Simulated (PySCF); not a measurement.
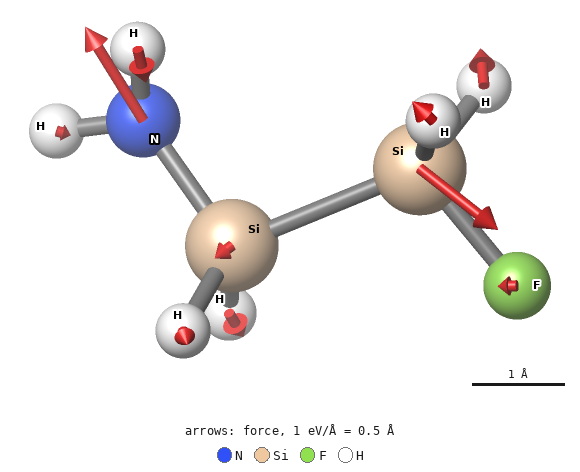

Starting geometry of Si2NH6F with the computed forces as red arrows. A ball-and-stick model, seen at a tilt.

The start comes from GFN2-xTB. Its atoms were then displaced at random by about 0.01 Å.

Level of theory: PySCF 2.14.0, density-fitted response routines, PBE0-D3(BJ)/def2-SVP geometry optimisation, gas phase. 

Is this structure relaxed? If not, where do the atoms go?

Answer. It isn't relaxed: the largest force vector, on the N atom, is 2.46 eV/Å. The final displacements have little in common with the starting forces (cosine between the two patterns 0.18). Over 11 geometry steps the energy falls by 28.0 kJ/mol. The largest move after the best rigid fit is that of an H atom, 0.39 Å. By element the largest moves are H 0.39 Å, F 0.32 Å, N 0.16 Å, Si 0.11 Å. Some distances before and after: Si–Si 2.285 → 2.344 Å, H–Si 1.449 → 1.493 Å, N–Si 1.698 → 1.739 Å, H–N 1.038 → 1.014 Å. Among the angles between lasting bonds that change: Si–Si–H 120.0° → 111.5°, F–Si–H 100.1° → 107.7°, Si–Si–H 117.0° → 110.1°.
